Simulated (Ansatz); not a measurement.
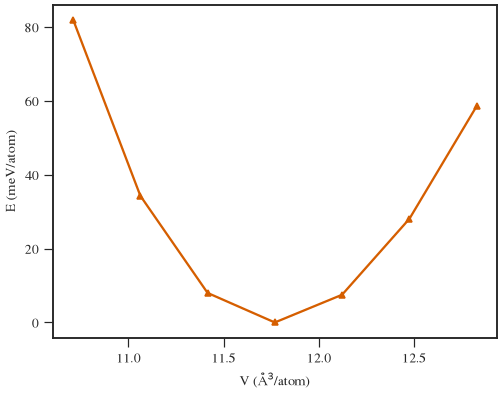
*AlB2W2 in space group P-6m2 (No. 187; W on 2h, Al on 1a, B on 1b, B on 1f) under volume change, the program Ansatz at the PBE level (PAW), shape and atoms relaxed at each volume.*

Task: What does a third-order Birch–Murnaghan fit give for V₀, B₀ and B′?

Result: V₀ = 11.76 Å³/atom, B₀ = 228 GPa, B′ = 5.1.

The start of the workflow was typed in or built on a structure type; neither database checked (COD, Materials Project) lists it. Its standing as an ambient phase is unchecked. The PBE relaxation kept the symmetry of its start; its stability against distortions is not shown here. The run is not spin-polarised. Scalar-relativistic: spin–orbit coupling is off unless named, which matters more the heavier the elements.

Potentials: the earlier of the program's two PAW sets.
